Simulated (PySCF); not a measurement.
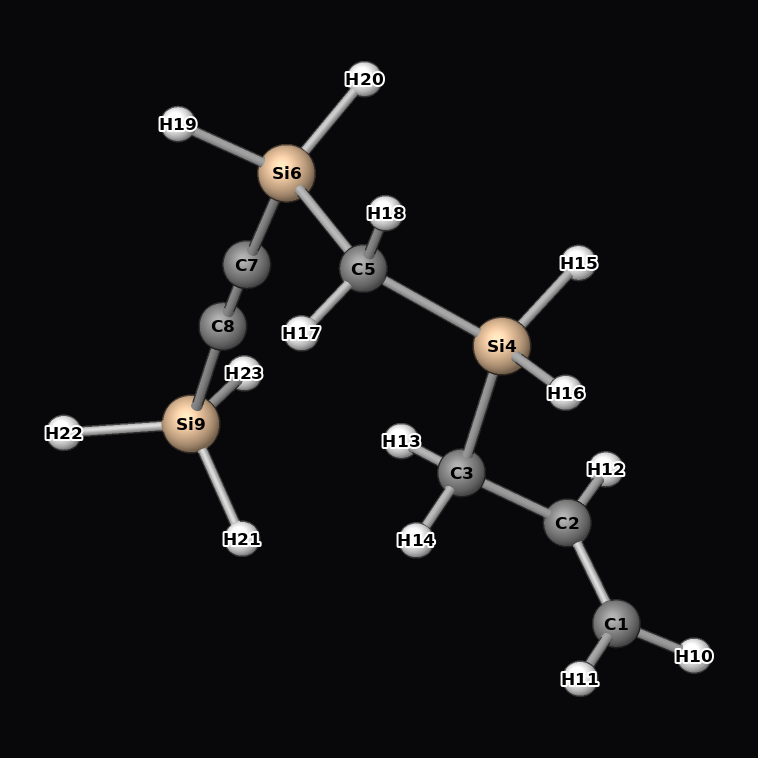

The questions are on isotropic NMR shieldings of the H atoms. Computed geometry: GFN2-xTB optimisation. No frequency run is at hand to confirm it as a minimum. Level of theory: GIAO PBE0/pcSseg-1 NMR shielding, non-relativistic, gas phase (PySCF 2.14.0).

Which H atom is the most shielded (lowest chemical shift)?

Answer. H18 (32.03 ppm).

Which H atom is the least shielded (highest chemical shift)?

Answer. H12 (25.54 ppm).

How wide is the range of H shifts?

Answer. 6.49 ppm.

List the isotropic NMR shieldings of the H atoms.

```
atom  σ (ppm)
 H10    26.58
 H11    26.42
 H12    25.54
 H13    28.78
 H14    29.87
 H15    27.54
 H16    27.46
 H17    31.67
 H18    32.03
 H19    27.01
 H20    27.18
 H21    27.46
 H22    27.49
 H23    27.49
```

The geometry is semi-empirical. Around Si such bond lengths and angles can be off by a tenth of an ångström or more and by several degrees, and values that hang on the shape move with them.
